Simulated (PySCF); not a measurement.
# One shape, several levels: BNH3OF (SMILES NB(O)F)

We compute a comparison of 6 runs (HF/STO-3G, HF/3-21G, B3LYP/6-31G*, B2PLYP/6-311+G**, wB97M-V/6-311+G**, SCS-MP2/6-311+G**) of BNH3OF. 

Program for the calculation: PySCF 2.14.0.

1 further run of the same task is left out (set aside as unsound or not needed).

## (1) Starting point

The species is BNH3OF (7 atoms), meant as a singlet with charge 0. As SMILES, `NB(O)F`. Geometry: relaxed at PBE0-D4/def2-TZVP. This is one conformer, not always the lowest.

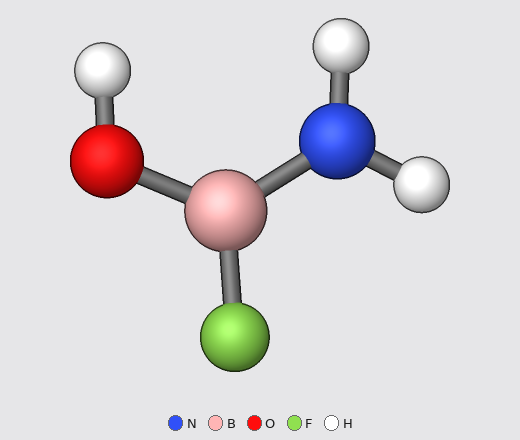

Viewed from a chosen angle; nitrogen blue, boron pink, oxygen red, fluorine green, hydrogen white.

## (2) The energy at HF/STO-3G (run 1)

File run.py:

```python
from pyscf import gto, scf

mol = gto.M(
    atom='''
N     -1.004956     1.423720    -0.060660
B      0.074266    -0.955635    -0.545753
O      2.090604    -1.973441     0.693529
F     -0.935036    -2.377653    -2.374063
H     -2.495194     2.044117    -1.057680
H     -0.397031     2.634845     1.263282
H      2.783000    -0.924454     1.994984
''',
    max_memory=1860,
    basis='sto-3g',
    verbose=3,
    unit='bohr',
)

mf = scf.RHF(mol)
mf.conv_tol = 1e-10
mf.kernel()
if not mf.converged:
    mf = mf.newton().run(mf.mo_coeff, mf.mo_occ)

energy = mf.e_tot
print('E = %.10f Eh' % energy)
```

Run with:

```sh
$ OMP_NUM_THREADS=1 python run.py
```

The log of the run:

```text
converged SCF energy = -251.879444436153
E = -251.8794444362 Eh
```

Run time: 0.69 s. Hardware: 1 thread of Intel Xeon at 2.70GHz, shared host; peak memory 0.1 GiB.

## (3) The energy at HF/3-21G (run 2)

File run.py:

```python
from pyscf import gto, scf

molecule = gto.Mole()
molecule.atom = '''
N     -1.004956     1.423720    -0.060660
B      0.074266    -0.955635    -0.545753
O      2.090604    -1.973441     0.693529
F     -0.935036    -2.377653    -2.374063
H     -2.495194     2.044117    -1.057680
H     -0.397031     2.634845     1.263282
H      2.783000    -0.924454     1.994984
'''
molecule.unit = 'bohr'
molecule.basis = '3-21g'
molecule.verbose = 3
molecule.charge = 0
molecule.max_memory = 1860
molecule.build()

mf = scf.RHF(molecule)
mf.conv_tol = 1e-10
mf.kernel()
if not mf.converged:
    mf = mf.newton().run(mf.mo_coeff, mf.mo_occ)

e_tot = mf.e_tot
print('Final energy', e_tot)
```

Run with:

```sh
$ OMP_NUM_THREADS=1 python run.py
```

The log of the run:

```text
converged SCF energy = -253.964903157749
Final energy -253.96490315774867
```

It took 0.75 s on 1 thread of Intel Xeon at 2.70GHz, shared host; peak memory 0.1 GiB.

Run 3 isn't shown in full; the table further down has it.

## (4) A single-point energy at B2PLYP/6-311+G(d,p) (run 4)

File job.py:

```python
# NB(O)F
from pyscf import gto, dft, mp

mol = gto.M(
    atom='''
N     -0.531800     0.753400    -0.032100
B      0.039300    -0.505700    -0.288800
O      1.106300    -1.044300     0.367000
F     -0.494800    -1.258200    -1.256300
H     -1.320400     1.081700    -0.559700
H     -0.210100     1.394300     0.668500
H      1.472700    -0.489200     1.055700
''',
    basis='6-311+g**',
    verbose=4,
    spin=0,
    max_memory=1860,
    charge=0,
)

mf = dft.RKS(mol, xc='0.53*HF + 0.47*B88, 0.73*LYP')
mf.conv_tol = 1e-10
mf.grids.level = 5
mf.kernel()
if not mf.converged:
    mf = mf.newton().run(mf.mo_coeff, mf.mo_occ)

pt = mp.MP2(mf, frozen=4).run()
etot = mf.e_tot + 0.27 * pt.e_corr
print('PT2 part  %.8f' % (0.27 * pt.e_corr))
print('E(%s) = %.9f' % ('B2PLYP', etot))
```

Run with:

```sh
$ OMP_NUM_THREADS=1 python job.py
```

The log of the run:

```text
PySCF version 2.14.0

[... 77 lines left out ...]
converged SCF energy = -256.295290488349
[... 1 line left out ...]
******** <class 'pyscf.mp.mp2.RMP2'> ********
nocc = 12, nmo = 102
frozen orbitals 4
E(RMP2) = -257.111438395577  E_corr = -0.816147907228039
E(SCS-RMP2) = -257.085675693829  E_corr = -0.79038520548005
E_corr(same-spin) = -0.218068019069536
E_corr(oppo-spin) = -0.598079888158504
PT2 part  -0.22035993
E(B2PLYP) = -256.515650423
```

Run time: 20 s. Hardware: 1 thread of Intel Xeon at 2.70GHz, shared host; peak memory 0.54 GiB.

Run 5 isn't shown in full; the table further down has it.

## (5) The energy at SCS-MP2/6-311+G(d,p) (run 6)

File input.py:

```python
# NB(O)F
from pyscf import gto, mp

mol = gto.M(
    atom='''
N     -1.004956     1.423720    -0.060660
B      0.074266    -0.955635    -0.545753
O      2.090604    -1.973441     0.693529
F     -0.935036    -2.377653    -2.374063
H     -2.495194     2.044117    -1.057680
H     -0.397031     2.634845     1.263282
H      2.783000    -0.924454     1.994984
''',
    basis='6-311+g**',
    max_memory=1860,
    unit='bohr',
    verbose=3,
)

hf = mol.RHF()
hf.conv_tol = 1e-10
hf.kernel()
if not hf.converged:
    hf = hf.newton().run(hf.mo_coeff, hf.mo_occ)

pt = mp.MP2(hf, frozen=4).run()
etot = hf.e_tot + 1.2 * pt.e_corr_os + pt.e_corr_ss / 3
print('E = %.10f Eh' % etot)
```

Run with:

```sh
$ OMP_NUM_THREADS=1 python input.py
```

The log of the run:

```text
converged SCF energy = -255.42935065921
E(RMP2) = -256.105688232227  E_corr = -0.676337573016514
E(SCS-RMP2) = -256.085355570534  E_corr = -0.656004911324387
E = -256.0853555705 Eh
```

It took 3.3 s on 1 thread of Intel Xeon at 2.70GHz, shared host; peak memory 0.29 GiB.

## (6) The series

```
run                               level  integration grid  frozen core orbitals  energy (Eh)  dipole moment (D) of the reference  HOMO energy (eV)  LUMO energy (eV)  wall time
  1                           HF/STO-3G                 –                     –  -251.879444                                2.84             -9.25             10.96     0.69 s
  2                            HF/3-21G                 –                     –  -253.964903                                4.40            -11.65              6.50     0.75 s
  3  B3LYP/6-31G* (spherical functions)                 5                     –  -256.616835                                3.62             -7.34              1.59       11 s
  4                    B2PLYP/6-311+G**                 5                     4  -256.515650                                3.85             -9.60              0.15       20 s
  5                   wB97M-V/6-311+G**                 5                     –  -256.642083                                3.77            -10.63              0.35       87 s
  6                   SCS-MP2/6-311+G**                 –                     4  -256.085356                                3.93            -11.92              1.13      3.3 s
```

## (7) What came out

| quantity | value |
| --- | --- |
| run 6: total energy | -256.08536 Eh |
| run 6: dipole moment (Hartree–Fock density) | 3.93 D |
| run 6: HOMO energy (Hartree–Fock orbitals) | -11.92 eV |
| run 6: LUMO energy (Hartree–Fock orbitals) | 1.13 eV |
| run 6: HOMO–LUMO gap (Hartree–Fock orbitals) | 13.04 eV |
| run 6: correlation energy (4 core orbitals frozen) | -656.0 mEh |

Over runs 1, 2, 3, 4, 5 the dipole moment (its size) runs from 2.84 D (HF/STO-3G) to 4.40 D (HF/3-21G). Over runs 1, 2, 3, 4, 5 the HOMO–LUMO gap runs from 8.92 eV (B3LYP/6-31G*) to 20.20 eV (HF/STO-3G). The two ends differ in method and basis. Totals of different functionals can't be ranked against each other. In run 1 the basis is minimal, so the values are rough. All runs together took 2 min, the longest 87 s.
